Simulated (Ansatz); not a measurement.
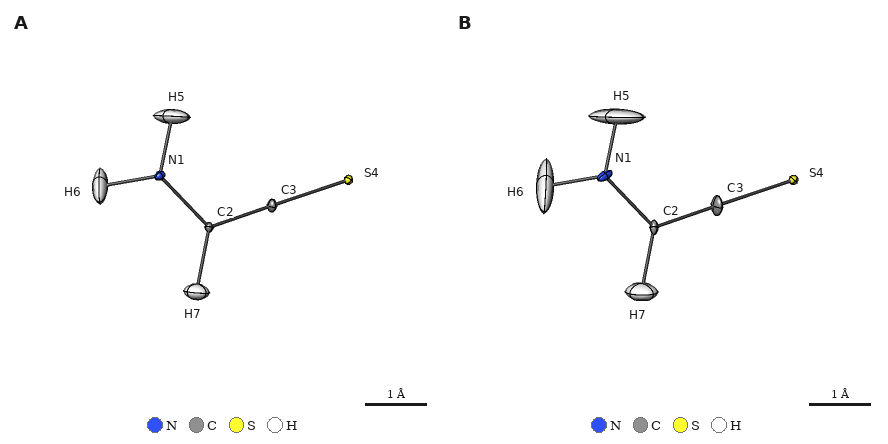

Displacement ellipsoids at the 50 % level, from the internal vibrations of the free molecule (harmonic, no overall translation or rotation; no half-axis is drawn under 0.075 Å). Vibrations computed with RKS PBE0-D4/def2-TZVP (Ansatz 0.2.0). One panel is for 200 K, the other for 600 K.

Which panel is for 600 K?

B.

How much does the mean-square displacement of H6 grow, and why?

U_eq goes from 0.0314 to 0.0697 Å², a factor of 2.2. Modes below kT (417 cm⁻¹ at 600 K) grow about in proportion to T, and the lowest lies at 170 cm⁻¹; the mean-square amplitude of a mode is its zero-point value times coth(ħω/2kT), which comes close to 1 only above about 3kT.
